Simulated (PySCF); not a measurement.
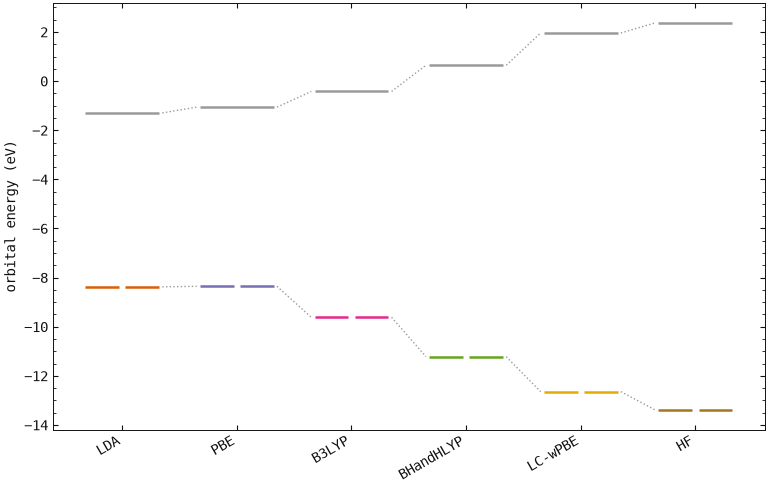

Frontier orbital energies of SiH₃F (monofluorosilane), SMILES F[SiH3] at one geometry, def2-SVPD, PySCF 2.14.0, at a PBE0-D3(BJ)/def2-SVP geometry (no frequency check). Empty levels are grey, levels within 0.1 eV stand side by side; all columns show the same few orbitals around the gap. Dotted lines join the HOMOs and the LUMOs.

### Compare the HOMO-LUMO separations.

The separation grows from 7.08 eV (LDA) to 15.76 eV (HF).

```csv
level,HOMO (eV),LUMO (eV),separation (eV)
LDA,−8.38,−1.30,7.08
PBE,−8.35,−1.06,7.30
B3LYP,−9.62,−0.42,9.20
BHandHLYP,−11.22,0.65,11.87
LC-wPBE,−12.64,1.96,14.60
HF,−13.39,2.37,15.76
```

Caveats, for all or some of the runs: empty levels above zero depend strongly on the basis.
